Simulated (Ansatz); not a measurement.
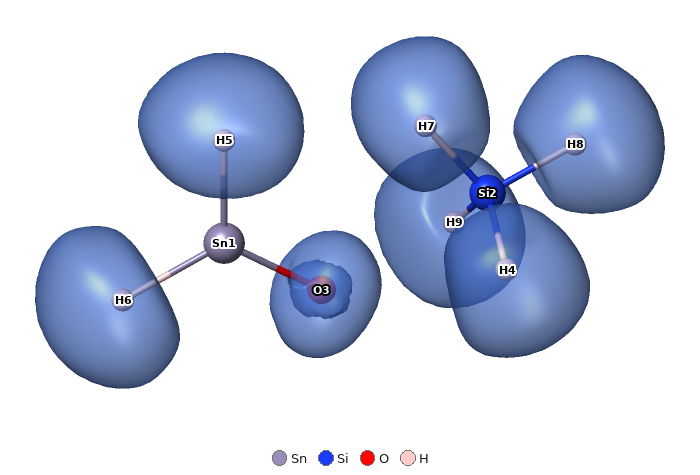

The picture shows: H2OSn···SiH4. Isosurface of the electron localisation function at 0.75 (blue), seen at a tilt. Core shells and regions of very low density are left out.

Core potentials replace the inner electrons of Sn.

The calculation used RKS B3LYP-D4/def2-SVP in Ansatz.

The calculation's input:

```
crystal:
  periodic: [false, false, false]
  atoms:
    - { symbol: Sn, position_ang: [-1.638516, 1.366973, 0.229302] }
    - { symbol: Si, position_ang: [1.245019, -1.084489, -0.195576] }
    - { symbol: O, position_ang: [-1.168257, -0.408944, -0.06725] }
    - { symbol: H, position_ang: [0.698013, -0.948136, 1.133793] }
    - { symbol: H, position_ang: [-0.675467, 2.736089, -0.203145] }
    - { symbol: H, position_ang: [-3.098054, 1.782077, 1.057114] }
    - { symbol: H, position_ang: [1.39238, 0.238068, -0.892207] }
    - { symbol: H, position_ang: [2.664626, -1.57185, -0.021428] }
    - { symbol: H, position_ang: [0.580256, -2.109987, -1.040602] }
basis:
  gaussian: { orbitals: def2-SVP }
hamiltonian:
  xc: b3lyp
  dispersion: d4
relax:
  f_tol: 0.03
  max_steps: 50
output:
  orbitals: {}
```

Command:

```sh
ansatz run input.yaml --threads 2 --pin off --max-ram 3072MiB --backend cpu --events-out ev --progress --plain --runs-dir out
```

The fields are those of the relaxed geometry.

### Identify the bonds, lone pairs and shells in this picture.

At this value the surface marks out six regions around hydrogen nuclei and one region wrapped around O (its valence shell).

Values along the shortest contacts:
Si2···O3 (2.87 Å): the ELF is about 0.05 at the midpoint. Sn–O (1.86 Å): the ELF peaks at about 0.80 in the valence shell of O, 0.6 Å from its nucleus, and drops to about 0.15 between the two atoms.
